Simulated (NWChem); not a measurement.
# SiH4O (silanol) at wB97X-D3/STO-6G

Aim: the vertical electron affinity of SiH4O (silanol) at wB97X-D3/STO-6G, from 2 runs. 

The calculation is run with NWChem 7.3.0.

3 further runs of the same task are left out: 3 set aside as unsound or not needed.

## Step 1: The system as given

SiH4O has 6 atoms, charge 0, and is taken as a singlet. SMILES: `O[SiH3]`. Geometry: relaxed at PBE0-D4/def2-TZVP.

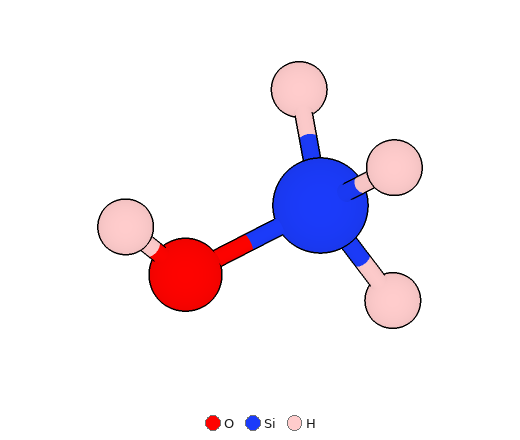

The structure, seen from a chosen angle (oxygen red, silicon blue, hydrogen pink).

## Step 2: A single-point energy at wB97X-D3/STO-6G

The input, test.xyz:

```xyz
6

O      0.636700    -1.030300     0.419000
Si    -0.035700     0.346500    -0.187000
H      0.069100    -1.629200     0.904700
H     -1.128300     0.045700    -1.152800
H      1.060500     1.064900    -0.875600
H     -0.602300     1.202400     0.891700
```

The input, test.nw:

```
start test
memory total 2200 mb
geometry noautoz
load test.xyz
end
basis "ao basis"
O library STO-6G
Si library STO-6G
H library STO-6G
end
dft
xc wb97x-d3
grid medium
direct
mulliken
print medium
end
task dft
```

Launch:

```sh
$ nwchem test.nw > test.out
```

Standard output:

```text
[...]
 Group name             Cs
[...]
          Wavefunction type:  closed shell.
          No. of atoms     :     6
          No. of electrons :    26
[...]
          Charge           :     0
          Spin multiplicity:     1
[...]
          AO basis - number of functions:    18
[...]
              XC Information
              --------------
                    wb97x-d3  Method XC Functional
                     Hartree-Fock (Exact) Exchange  1.000
                      wb97x-d3 Exchange Functional  1.000
                   wb97x-d3 Correlation Functional  1.000
[...]
 d= 0,ls=0.0,diis     1   -365.6350458856 -4.30D+02  5.20D-02  3.53D-01     0.4
[...]
 d= 0,ls=0.0,diis     7   -365.6997670267 -1.39D-08  3.54D-06  4.01D-10     1.8
         Total DFT energy =     -365.699767026735
      One electron energy =     -636.073952461099
           Coulomb energy =      236.961741486717
    Exchange-Corr. energy =      -31.341807545323
 Nuclear repulsion energy =       64.754904272149
    Dispersion correction =       -0.000652779179
[...]
      Total Density - Mulliken Population Analysis
     ---------------------------------------------
    Atom       Charge   Shell Charges
 -----------   ------   -------------------------------------------------------
    1 O    8     8.47   2.00  1.83  4.64
    2 Si  14    13.29   2.00  1.99  5.89  1.19  2.23
    3 H    1     0.80   0.80
    4 H    1     1.15   1.15
    5 H    1     1.13   1.13
    6 H    1     1.15   1.15
[...]
```

It took 2.3 s on 1 thread of INTEL XEON PLATINUM 8581C at 2.10GHz (Emerald Rapids), shared host; peak memory 0.11 GiB.

## Step 3: The doublet anion, same level

The input, run.nw:

```
START run
TITLE "H4OSi"
memory 2200 mb
charge -1
GEOMETRY units angstroms noautosym nocenter noautoz
   O     0.636700   -1.030300    0.419000
   Si   -0.035700    0.346500   -0.187000
   H     0.069100   -1.629200    0.904700
   H    -1.128300    0.045700   -1.152800
   H     1.060500    1.064900   -0.875600
   H    -0.602300    1.202400    0.891700
END
BASIS cartesian
   * library STO-6G
END
DFT
   xc wb97x-d3
   mult 2
   grid medium
   direct
   maxiter 150
   mulliken
END
TASK dft energy
```

Launch:

```sh
$ nwchem run.nw > run.out
```

Standard output:

```text
[...]
          Wavefunction type:  spin polarized.
          No. of atoms     :     6
          No. of electrons :    27
[...]
          Charge           :    -1
          Spin multiplicity:     2
[...]
          AO basis - number of functions:    18
[...]
              XC Information
              --------------
                    wb97x-d3  Method XC Functional
                     Hartree-Fock (Exact) Exchange  1.000
                      wb97x-d3 Exchange Functional  1.000
                   wb97x-d3 Correlation Functional  1.000
[...]
 d= 0,ls=0.0,diis     1   -365.1896358821 -4.30D+02  3.32D-02  1.16D-01     0.6
[...]
 d= 0,ls=0.0,diis    16   -365.2918505037 -3.47D-10  2.86D-06  4.09D-12     7.2
[...]
         Total DFT energy =     -365.291850503705
      One electron energy =     -645.168679936652
           Coulomb energy =      247.020024983080
    Exchange-Corr. energy =      -31.897439238327
 Nuclear repulsion energy =       64.754896467871
    Dispersion correction =       -0.000652779677
[...]
      Total Density - Mulliken Population Analysis
     ---------------------------------------------
    Atom       Charge   Shell Charges
 -----------   ------   -------------------------------------------------------
    1 O    8     8.50   2.00  1.86  4.64
    2 Si  14    13.59   2.00  1.99  5.88  1.45  2.27
    3 H    1     1.04   1.04
    4 H    1     1.29   1.29
    5 H    1     1.28   1.28
    6 H    1     1.29   1.29
[...]
      <S2> =      0.7527 (Exact =     0.7500)
[...]
```

Run time: 7.8 s. Hardware: 1 thread of INTEL XEON PLATINUM 8581C at 2.10GHz (Emerald Rapids), shared host; peak memory 0.11 GiB.

## Step 4: Results

Level: wB97X-D3/STO-6G.

```
                                         quantity          value
                      singlet SiH4O: total energy  -365.69977 Eh
                     singlet SiH4O: dipole moment         1.21 D
                       singlet SiH4O: HOMO energy       -6.64 eV
                       singlet SiH4O: LUMO energy        9.94 eV
                     singlet SiH4O: HOMO–LUMO gap       16.58 eV
                 singlet SiH4O: dispersion energy   -1.71 kJ/mol
                      doublet anion: total energy  -365.29185 Eh
doublet anion: HOMO energy (highest over α and β)       12.28 eV
 doublet anion: LUMO energy (lowest over α and β)       18.94 eV
                 doublet anion: dispersion energy   -1.71 kJ/mol
                              doublet anion: ⟨S²⟩          0.753
vertical electron affinity (to the doublet anion)     -11.100 eV
```

What this shows: The anion lies 11.10 eV (256 kcal/mol) above the neutral: the electron isn't bound at this level, and such a value depends on the basis. Without diffuse functions anions come out too high. In a minimal basis such a difference can be off by several eV, whatever the method. The HOMO (doublet anion) lies at positive energy, 12.28 eV; only total energies tell whether the electron is bound.
